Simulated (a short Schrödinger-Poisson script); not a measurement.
System: MOS inversion layer, SiO2 on p-type Si(100), at 300 K.

```csv
layer,material,thickness (nm),Na (cm⁻³)
1,SiO2,2.1,-
2,Si,1500,2e16
```

The device is made up for the run: typed textbook-type constants, with dimensions and the other settings drawn at random. SiO2: permittivity 3.9, conduction-band edge (eV) 3.15, gap (eV) 9, electron mass (mₑ) 0.5. Si: permittivity 11.7, conduction-band edge (eV) 0, gap (eV) 1.124, Nv at 300 K (cm⁻³) 3.1e19.

Channel valleys (confinement mass, in-plane density-of-states mass, number): Δ2 0.916, 0.19, 2; Δ4 0.19, 0.417, 4. At the gate the conduction-band edge of layer 1 lies 3.76 eV − eVg above the Fermi level of the channel; the field vanishes at the back. Gaps are held at their typed values at every temperature. Mesh 0.03 nm at interfaces.

Solved with a short Schrödinger-Poisson script written for these runs: 1D Poisson equation in equilibrium, electrons quantum, Hartree (BenDaniel-Duke, 12 states a valley, the channel's in-plane mass for all, wave functions ending at the dielectric), parabolic valleys, classical holes, full ionisation, no traps, pinning or gate leakage.

Only gate voltages with over 1e8 electrons/cm² are shown.

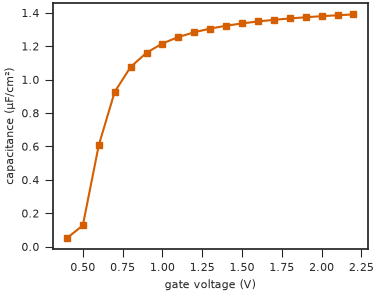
Figure: Quasi-static capacitance against gate voltage

| Vg (V) | electrons (cm⁻²) | C (μF/cm²) | Δ2 E0 (meV) | Δ2 E1 (meV) | Δ4 E0 (meV) | Δ4 E1 (meV) |
|---|---|---|---|---|---|---|
| 0.4 | 4.43e8 | 0.0512 | 278.0 | 298.5 | 296.9 | 331.2 |
| 0.5 | 1.57e10 | 0.127 | 184.1 | 205.9 | 204.2 | 240.3 |
| 0.6 | 2.12e11 | 0.607 | 112.9 | 138.4 | 136.5 | 176.3 |
| 0.7 | 6.98e11 | 0.926 | 76.1 | 108.3 | 106.1 | 151.0 |
| 0.8 | 1.33e12 | 1.08 | 53.9 | 93.0 | 90.6 | 140.0 |
| 0.9 | 2.02e12 | 1.16 | 38.2 | 83.5 | 80.9 | 134.0 |
| 1 | 2.77e12 | 1.22 | 26.0 | 76.9 | 74.2 | 130.2 |
| 1.1 | 3.54e12 | 1.25 | 15.9 | 72.0 | 69.2 | 127.7 |
| 1.2 | 4.33e12 | 1.28 | 7.2 | 68.1 | 65.2 | 125.8 |
| 1.3 | 5.14e12 | 1.31 | -0.4 | 64.8 | 61.9 | 124.4 |
| 1.4 | 5.96e12 | 1.32 | -7.4 | 62.0 | 59.1 | 123.2 |
| 1.5 | 6.79e12 | 1.34 | -13.9 | 59.6 | 56.6 | 122.3 |
| 1.6 | 7.63e12 | 1.35 | -19.9 | 57.4 | 54.4 | 121.4 |
| 1.7 | 8.47e12 | 1.36 | -25.6 | 55.4 | 52.4 | 120.7 |
| 1.8 | 9.32e12 | 1.37 | -31.1 | 53.5 | 50.5 | 120.1 |
| 1.9 | 1.02e13 | 1.37 | -36.3 | 51.8 | 48.7 | 119.5 |
| 2 | 1.10e13 | 1.38 | -41.4 | 50.1 | 47.1 | 119.0 |
| 2.1 | 1.19e13 | 1.39 | -46.3 | 48.6 | 45.5 | 118.6 |
| 2.2 | 1.28e13 | 1.39 | -51.2 | 47.1 | 44.0 | 118.2 |

Subbands count from the Fermi level.
